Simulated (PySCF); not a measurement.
Geometry relaxation of InO (part 1 of 2)

System: InO, multiplicity 2.
Method: UHF/def2-svpd, optimize (PySCF 2.14.0).

Some settings of this run were made unusual or wrong on purpose. Figures and captions count atoms from 1; the log counts them from 0 in places.

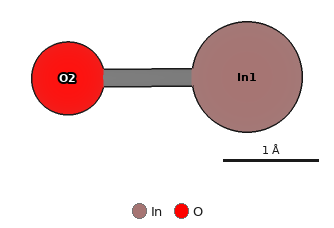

*The structure as given in the input (ball-and-stick view, seen on its broad side; atoms are numbered from 1 in the order of the input). Sticks mark near contacts.*

Bond lengths as drawn: In–O 1.89 Å.

Outcome:

```json
{"quantity": "outcome", "value": "converged"}
{"quantity": "SCF energy at the first geometry", "value": "−263.968903 hartree"}
{"quantity": "⟨S²⟩", "value": "0.796"}
{"quantity": "hardware", "value": "1 CPU thread, shared host"}
{"quantity": "wall time", "value": "11 s"}
```

What went wrong:

Some settings of this run were drawn to be unusual or wrong. It converged; results that depend on the unusual settings are not reference values.

The input:
```python
from pyscf import gto, scf
from pyscf.geomopt.geometric_solver import optimize

mol = gto.M(
    atom='In 0 0 0; O 0 0 1.89',
    basis='def2-svpd',
    ecp={'In': 'def2-svpd'},
    charge=0,
    spin=1,
    verbose=4,
)
mf = scf.UHF(mol)
mf.diis = False
mf.kernel()
mol_eq = optimize(mf, maxsteps=30)
print('optimised geometry (angstrom)')
print(mol_eq.tostring('raw'))
print('orbital energies (hartree):', [e[max(0, n-3):n+3].round(4) for e, n in zip(mf.mo_energy, mol.nelec)])
```

Command:
```bash
OMP_NUM_THREADS=1 python input.py
```

The program's output:
```
PySCF version 2.14.0

[INPUT] verbose = 4
[INPUT] num. atoms = 2
[INPUT] num. electrons = 29
[INPUT] charge = 0
[INPUT] spin (= nelec alpha-beta = 2S) = 1
[INPUT] symmetry False subgroup None
[INPUT] Mole.unit = angstrom
[INPUT] Symbol           X                Y                Z      unit          X                Y                Z       unit  Magmom
[INPUT]  1 In     0.000000000000   0.000000000000   0.000000000000 AA    0.000000000000   0.000000000000   0.000000000000 Bohr   0.0
[INPUT]  2 O      0.000000000000   0.000000000000   1.890000000000 AA    0.000000000000   0.000000000000   3.571582375428 Bohr   0.0

nuclear repulsion = 47.037974304
number of shells = 21
number of NR pGTOs = 100
number of NR cGTOs = 55
basis = def2-svpd
ecp = {'In': 'def2-svpd'}

******** <class 'pyscf.scf.uhf.UHF'> ********
method = UHF
initial guess = minao
damping factor = 0
level_shift factor = 0
DIIS disabled
SCF conv_tol = 1e-09
SCF conv_tol_grad = None
SCF max_cycles = 50
direct_scf = True
direct_scf_tol = 1e-13
number electrons alpha = 15  beta = 14
Set gradient conv threshold to 3.16228e-05
init E= -242.176523241096
  alpha nocc = 15  HOMO = -0.76009604338957  LUMO = -0.430527954343033
  beta  nocc = 14  HOMO = -0.815815607559876  LUMO = -0.76009604338957

WARN: HOMO -0.76009604338957 >= LUMO -0.76009604338957

cycle= 1 E= -263.661700709182  delta_E= -21.5  |g|= 0.824  |ddm|= 8.44
  alpha nocc = 15  HOMO = -0.264569516975853  LUMO = 0.0587999684071652
  beta  nocc = 14  HOMO = -0.24454993836155  LUMO = 0.0207738652714262
  HOMO = -0.244549938362  LUMO = 0.0207738652714  gap/eV = 7.21983
cycle= 2 E= -263.909192270806  delta_E= -0.247  |g|= 0.374  |ddm|= 2.23
  alpha nocc = 15  HOMO = -0.381915754525465  LUMO = 0.0298930171810744
  beta  nocc = 14  HOMO = -0.411012388216093  LUMO = -0.0562492136506378
  HOMO = -0.381915754525  LUMO = -0.0562492136506  gap/eV = 8.86184
cycle= 3 E= -263.933929034312  delta_E= -0.0247  |g|= 0.261  |ddm|= 0.448
  alpha nocc = 15  HOMO = -0.3477781611076  LUMO = 0.0380775396277233
  beta  nocc = 14  HOMO = -0.322402403826705  LUMO = 0.0224328725795033
  HOMO = -0.322402403827  LUMO = 0.0224328725795  gap/eV = 9.38345
cycle= 4 E= -263.942639150209  delta_E= -0.00871  |g|= 0.231  |ddm|= 0.372
  alpha nocc = 15  HOMO = -0.364893448902837  LUMO = 0.0353171631033469
  beta  nocc = 14  HOMO = -0.388667585900418  LUMO = -0.0208374688112372
  HOMO = -0.364893448903  LUMO = -0.0208374688112  gap/eV = 9.36224
cycle= 5 E= -263.951708467418  delta_E= -0.00907  |g|= 0.19  |ddm|= 0.282
  alpha nocc = 15  HOMO = -0.362686593444295  LUMO = 0.0359267319309637
  beta  nocc = 14  HOMO = -0.355160740575296  LUMO = 0.0270187453859856
  HOMO = -0.355160740575  LUMO = 0.027018745386  gap/eV = 10.39963
cycle= 6 E= -263.957434700713  delta_E= -0.00573  |g|= 0.156  |ddm|= 0.252
  alpha nocc = 15  HOMO = -0.361844864440094  LUMO = 0.0354170912134207
  beta  nocc = 14  HOMO = -0.38273131117548  LUMO = -0.000388665803473742
  HOMO = -0.36184486444  LUMO = -0.000388665803474  gap/eV = 9.83572
cycle= 7 E= -263.96204216417  delta_E= -0.00461  |g|= 0.122  |ddm|= 0.189
  alpha nocc = 15  HOMO = -0.361957566994391  LUMO = 0.0357070159234438
  beta  nocc = 14  HOMO = -0.372828287800604  LUMO = 0.0283370216821485
  HOMO = -0.361957566994  LUMO = 0.0283370216821  gap/eV = 10.62046
cycle= 8 E= -263.964750328657  delta_E= -0.00271  |g|= 0.0953  |ddm|= 0.157
  alpha nocc = 15  HOMO = -0.360237511060543  LUMO = 0.035411811465881
  beta  nocc = 14  HOMO = -0.379902163151389  LUMO = 0.0117302704250193
  HOMO = -0.360237511061  LUMO = 0.011730270425  gap/eV = 10.12176
cycle= 9 E= -263.966543020936  delta_E= -0.00179  |g|= 0.0717  |ddm|= 0.114
  alpha nocc = 15  HOMO = -0.360288920051254  LUMO = 0.0356516330746097
  beta  nocc = 14  HOMO = -0.37488404184603  LUMO = 0.0278898716266671
  HOMO = -0.360288920051  LUMO = 0.0278898716267  gap/eV = 10.56288
cycle= 10 E= -263.96755020419  delta_E= -0.00101  |g|= 0.0547  |ddm|= 0.0906
  alpha nocc = 15  HOMO = -0.359094242958165  LUMO = 0.0354648010244109
  beta  nocc = 14  HOMO = -0.378430997481736  LUMO = 0.018158636503298
  HOMO = -0.359094242958  LUMO = 0.0181586365033  gap/eV = 10.26557
cycle= 11 E= -263.968153567438  delta_E= -0.000603  |g|= 0.0404  |ddm|= 0.0655
  alpha nocc = 15  HOMO = -0.359042218086511  LUMO = 0.0356279302198226
  beta  nocc = 14  HOMO = -0.375838365557446  LUMO = 0.0270090327549475
  HOMO = -0.359042218087  LUMO = 0.0270090327549  gap/eV = 10.50499
cycle= 12 E= -263.968485374882  delta_E= -0.000332  |g|= 0.0304  |ddm|= 0.0505
  alpha nocc = 15  HOMO = -0.358336907008816  LUMO = 0.035519528128367
  beta  nocc = 14  HOMO = -0.377659361965719  LUMO = 0.0214608368626507
  HOMO = -0.358336907009  LUMO = 0.0214608368627  gap/eV = 10.33482
cycle= 13 E= -263.968674407734  delta_E= -0.000189  |g|= 0.0223  |ddm|= 0.0365
  alpha nocc = 15  HOMO = -0.358269055085273  LUMO = 0.0356188108654802
  beta  nocc = 14  HOMO = -0.376299064273621  LUMO = 0.0262632089211801
  HOMO = -0.358269055085  LUMO = 0.0262632089212  gap/eV = 10.46366
cycle= 14 E= -263.968777373766  delta_E= -0.000103  |g|= 0.0167  |ddm|= 0.0277
  alpha nocc = 15  HOMO = -0.357872306275567  LUMO = 0.0355590469145366
  beta  nocc = 14  HOMO = -0.377251170062888  LUMO = 0.0231677712105004
  HOMO = -0.357872306276  LUMO = 0.0231677712105  gap/eV = 10.36863
cycle= 15 E= -263.968834558285  delta_E= -5.72e-05  |g|= 0.0121  |ddm|= 0.02
  alpha nocc = 15  HOMO = -0.357819597860772  LUMO = 0.0356162102471934
  beta  nocc = 14  HOMO = -0.376529703319587  LUMO = 0.0257642152830278
  HOMO = -0.357819597861  LUMO = 0.025764215283  gap/eV = 10.43785
cycle= 16 E= -263.968865572924  delta_E= -3.1e-05  |g|= 0.00906  |ddm|= 0.0151
  alpha nocc = 15  HOMO = -0.357600027770271  LUMO = 0.0355839737150814
  beta  nocc = 14  HOMO = -0.377033449766824  LUMO = 0.0240627160801301
  HOMO = -0.35760002777  LUMO = 0.0240627160801  gap/eV = 10.38557
cycle= 17 E= -263.968882573258  delta_E= -1.7e-05  |g|= 0.00658  |ddm|= 0.0109
  alpha nocc = 15  HOMO = -0.357565134070644  LUMO = 0.0356159365767126
  beta  nocc = 14  HOMO = -0.376648188922974  LUMO = 0.0254643391321151
  HOMO = -0.357565134071  LUMO = 0.0254643391321  gap/eV = 10.42276
cycle= 18 E= -263.968891775336  delta_E= -9.2e-06  |g|= 0.0049  |ddm|= 0.00815
  alpha nocc = 15  HOMO = -0.357444265092557  LUMO = 0.0355986752027179
  beta  nocc = 14  HOMO = -0.376916584934587  LUMO = 0.024537737679175
  HOMO = -0.357444265093  LUMO = 0.0245377376792  gap/eV = 10.39426
cycle= 19 E= -263.968896785181  delta_E= -5.01e-06  |g|= 0.00356  |ddm|= 0.00591
  alpha nocc = 15  HOMO = -0.357422667798467  LUMO = 0.035616261173856
  beta  nocc = 14  HOMO = -0.376710006377447  LUMO = 0.0252938758159973
  HOMO = -0.357422667798  LUMO = 0.025293875816  gap/eV = 10.41425
cycle= 20 E= -263.968899494542  delta_E= -2.71e-06  |g|= 0.00265  |ddm|= 0.00441
  alpha nocc = 15  HOMO = -0.357356214462733  LUMO = 0.0356070297836937
  beta  nocc = 14  HOMO = -0.376853564770833  LUMO = 0.0247920796013262
  HOMO = -0.357356214463  LUMO = 0.0247920796013  gap/eV = 10.39878
cycle= 21 E= -263.968900964443  delta_E= -1.47e-06  |g|= 0.00192  |ddm|= 0.00319
  alpha nocc = 15  HOMO = -0.357343258502919  LUMO = 0.0356166180107993
  beta  nocc = 14  HOMO = -0.376742518875027  LUMO = 0.0251999006491482
  HOMO = -0.357343258503  LUMO = 0.0251999006491  gap/eV = 10.40953
cycle= 22 E= -263.968901759115  delta_E= -7.95e-07  |g|= 0.00143  |ddm|= 0.00238
  alpha nocc = 15  HOMO = -0.357306710720522  LUMO = 0.0356116767870902
  beta  nocc = 14  HOMO = -0.37681946241538  LUMO = 0.0249290497031666
  HOMO = -0.357306710721  LUMO = 0.0249290497032  gap/eV = 10.40116
cycle= 23 E= -263.968902189506  delta_E= -4.3e-07  |g|= 0.00104  |ddm|= 0.00173
  alpha nocc = 15  HOMO = -0.357299056349177  LUMO = 0.0356168775053127
  beta  nocc = 14  HOMO = -0.376759676884326  LUMO = 0.0251489988330871
  HOMO = -0.357299056349  LUMO = 0.0251489988331  gap/eV = 10.40694
cycle= 24 E= -263.968902422186  delta_E= -2.33e-07  |g|= 0.00077  |ddm|= 0.00128
  alpha nocc = 15  HOMO = -0.357278937569799  LUMO = 0.0356142291763924
  beta  nocc = 14  HOMO = -0.376800958065921  LUMO = 0.0250030882932188
  HOMO = -0.35727893757  LUMO = 0.0250030882932  gap/eV = 10.40242
cycle= 25 E= -263.968902548111  delta_E= -1.26e-07  |g|= 0.000558  |ddm|= 0.000931
  alpha nocc = 15  HOMO = -0.357274450341734  LUMO = 0.0356170417348531
  beta  nocc = 14  HOMO = -0.376768737789497  LUMO = 0.0251217196679653
  HOMO = -0.357274450342  LUMO = 0.025121719668  gap/eV = 10.40553
cycle= 26 E= -263.968902616201  delta_E= -6.81e-08  |g|= 0.000415  |ddm|= 0.000692
  alpha nocc = 15  HOMO = -0.357263363137591  LUMO = 0.0356156206266756
  beta  nocc = 14  HOMO = -0.376790894940569  LUMO = 0.0250432083846232
  HOMO = -0.357263363138  LUMO = 0.0250432083846  gap/eV = 10.40309
cycle= 27 E= -263.968902653045  delta_E= -3.68e-08  |g|= 0.0003  |ddm|= 0.000502
  alpha nocc = 15  HOMO = -0.357260743527512  LUMO = 0.035617139055605
  beta  nocc = 14  HOMO = -0.376773518309658  LUMO = 0.0251071997234331
  HOMO = -0.357260743528  LUMO = 0.0251071997234  gap/eV = 10.40476
cycle= 28 E= -263.968902672974  delta_E= -1.99e-08  |g|= 0.000223  |ddm|= 0.000374
  alpha nocc = 15  HOMO = -0.35725462650095  LUMO = 0.0356163757597904
  beta  nocc = 14  HOMO = -0.376785411984621  LUMO = 0.0250649857094163
  HOMO = -0.357254626501  LUMO = 0.0250649857094  gap/eV = 10.40345
cycle= 29 E= -263.968902683759  delta_E= -1.08e-08  |g|= 0.000162  |ddm|= 0.000271
  alpha nocc = 15  HOMO = -0.357253100893676  LUMO = 0.035617194685817
  beta  nocc = 14  HOMO = -0.376776035793167  LUMO = 0.0250995078111619
  HOMO = -0.357253100894  LUMO = 0.0250995078112  gap/eV = 10.40434
cycle= 30 E= -263.968902689595  delta_E= -5.84e-09  |g|= 0.00012  |ddm|= 0.000202
  alpha nocc = 15  HOMO = -0.357249722168124  LUMO = 0.0356167844127805
  beta  nocc = 14  HOMO = -0.376782419595308  LUMO = 0.0250768213627948
  HOMO = -0.357249722168  LUMO = 0.0250768213628  gap/eV = 10.40364
cycle= 31 E= -263.968902692755  delta_E= -3.16e-09  |g|= 8.72e-05  |ddm|= 0.000146
  alpha nocc = 15  HOMO = -0.357248835070497  LUMO = 0.0356172257990953
  beta  nocc = 14  HOMO = -0.376777358235422  LUMO = 0.0250954479636478
  HOMO = -0.35724883507  LUMO = 0.0250954479636  gap/eV = 10.40412
cycle= 32 E= -263.968902694466  delta_E= -1.71e-09  |g|= 6.49e-05  |ddm|= 0.000109
  alpha nocc = 15  HOMO = -0.357246966748519  LUMO = 0.0356170051521428
  beta  nocc = 14  HOMO = -0.376780784007071  LUMO = 0.0250832603209883
  HOMO = -0.357246966749  LUMO = 0.025083260321  gap/eV = 10.40374
cycle= 33 E= -263.968902695392  delta_E= -9.26e-10  |g|= 4.7e-05  |ddm|= 7.88e-05
  alpha nocc = 15  HOMO = -0.357246451501005  LUMO = 0.0356172429492962
  beta  nocc = 14  HOMO = -0.376778050858071  LUMO = 0.0250933119093791
  HOMO = -0.357246451501  LUMO = 0.0250933119094  gap/eV = 10.40399
cycle= 34 E= -263.968902695894  delta_E= -5.02e-10  |g|= 3.49e-05  |ddm|= 5.87e-05
  alpha nocc = 15  HOMO = -0.357245417238492  LUMO = 0.0356171242293836
  beta  nocc = 14  HOMO = -0.376779888771207  LUMO = 0.0250867663506634
  HOMO = -0.357245417238  LUMO = 0.0250867663507  gap/eV = 10.40379
cycle= 35 E= -263.968902696166  delta_E= -2.72e-10  |g|= 2.53e-05  |ddm|= 4.25e-05
  alpha nocc = 15  HOMO = -0.357245118229823  LUMO = 0.0356172523014585
  beta  nocc = 14  HOMO = -0.376778412376236  LUMO = 0.0250921914092448
  HOMO = -0.35724511823  LUMO = 0.0250921914092  gap/eV = 10.40393
Extra cycle  E= -263.968902696313  delta_E= -1.48e-10  |g|= 1.88e-05  |ddm|= 3.17e-05
converged SCF energy = -263.968902696313  <S^2> = 0.79635928  2S+1 = 2.0458341
Create scanner for <class 'pyscf.grad.uhf.Gradients'>
Create scanner for <class 'pyscf.scf.uhf.UHF'>
input.py

Current date and time:

#|     Arguments passed to driver run_optimizer():      |#
customengine              <pyscf.geomopt.geometric_solver.PySCFEngine object>
logIni                    [file]
maxiter                   30
----------------------------------------------------------
Custom engine selected.
Bonds will be generated from interatomic distances less than 1.20 times sum of covalent radii
6 internal coordinates being used (instead of 6 Cartesians)
Internal coordinate system (atoms numbered from 1):
Distance 1-2
Translation-X 1-2
Translation-Y 1-2
Translation-Z 1-2
Rotation-A 1-2
Rotation-B 1-2
Rotation-C 1-2
<class 'geometric.internal.Distance'> : 1
<class 'geometric.internal.TranslationX'> : 1
<class 'geometric.internal.TranslationY'> : 1
<class 'geometric.internal.TranslationZ'> : 1
<class 'geometric.internal.RotationA'> : 1
<class 'geometric.internal.RotationB'> : 1
<class 'geometric.internal.RotationC'> : 1
> ===== Optimization Info: ====
> Job type: Energy minimization
> Maximum number of optimization cycles: 30
> Initial / maximum trust radius (Angstrom): 0.100 / 0.300
> Convergence Criteria:
> Will converge when all 5 criteria are reached:
>  |Delta-E| < 1.00e-06
>  RMS-Grad  < 3.00e-04
>  Max-Grad  < 4.50e-04
>  RMS-Disp  < 1.20e-03
>  Max-Disp  < 1.80e-03
> === End Optimization Info ===

Geometry optimization cycle 1
Cartesian coordinates (Angstrom)
 Atom        New coordinates             dX        dY        dZ
  In   0.000000   0.000000   0.000000    0.000000  0.000000  0.000000
   O   0.000000   0.000000   1.890000    0.000000  0.000000  0.000000

WARN: Mole.unit (angstrom) is changed to Bohr

New geometry
   1 In     0.000000000000   0.000000000000   0.000000000000 AA    0.000000000000   0.000000000000   0.000000000000 Bohr
   2 O      0.000000000000   0.000000000000   1.890000000000 AA    0.000000000000   0.000000000000   3.571582375428 Bohr

******** <class 'pyscf.scf.hf.UHF_Scanner'> ********
method = UHF_Scanner
initial guess = minao
damping factor = 0
level_shift factor = 0
DIIS disabled
SCF conv_tol = 1e-09
SCF conv_tol_grad = None
SCF max_cycles = 50
direct_scf = True
direct_scf_tol = 1e-13
number electrons alpha = 15  beta = 14
Set gradient conv threshold to 3.16228e-05
init E= -263.968902696313
  alpha nocc = 15  HOMO = -0.3572445450544  LUMO = 0.0356171883979131
  beta  nocc = 14  HOMO = -0.376779398110259  LUMO = 0.0250886769211713
  HOMO = -0.357244545054  LUMO = 0.0250886769212  gap/eV = 10.40382
cycle= 1 E= -263.968902696393  delta_E= -8e-11  |g|= 1.36e-05  |ddm|= 2.29e-05
  alpha nocc = 15  HOMO = -0.357244371657156  LUMO = 0.0356172573558034
  beta  nocc = 14  HOMO = -0.37677860033509  LUMO = 0.0250916054323445
  HOMO = -0.357244371657  LUMO = 0.0250916054323  gap/eV = 10.40389
Extra cycle  E= -263.968902696438  delta_E= -4.44e-11  |g|= 1.01e-05  |ddm|= 1.71e-05
converged SCF energy = -263.968902696438  <S^2> = 0.79635722  2S+1 = 2.0458321

******** <class 'pyscf.grad.rhf.Gradients_Scanner'> for <class 'pyscf.scf.hf.UHF_Scanner'> ********
unit = Eh/Bohr
--------------- UHF_Scanner gradients ---------------
         x                y                z
0 In     0.0000000000    -0.0000000000     0.0595425391
1 O    -0.0000000000     0.0000000000    -0.0595425391
----------------------------------------------
cycle 1: E = -263.968902696  dE = -263.969  norm(grad) = 0.0842059
Step    0 : Gradient = 5.954e-02/5.954e-02 (rms/max) Energy = -263.9689026964
Hessian Eigenvalues: 5.00000e-02 5.00000e-02 5.00000e-02 ... 5.00000e-02 5.00000e-02 2.01397e-01

Geometry optimization cycle 2
Cartesian coordinates (Angstrom)
 Atom        New coordinates             dX        dY        dZ
  In  -0.000000   0.000000  -0.078225   -0.000000  0.000000 -0.078225
   O   0.000000  -0.000000   1.968225    0.000000 -0.000000  0.078225
New geometry
   1 In    -0.000000000000   0.000000000000  -0.078224992125 AA   -0.000000000000   0.000000000000  -0.147823811213 Bohr
   2 O      0.000000000000  -0.000000000000   1.968224992124 AA    0.000000000000  -0.000000000000   3.719406186639 Bohr
```
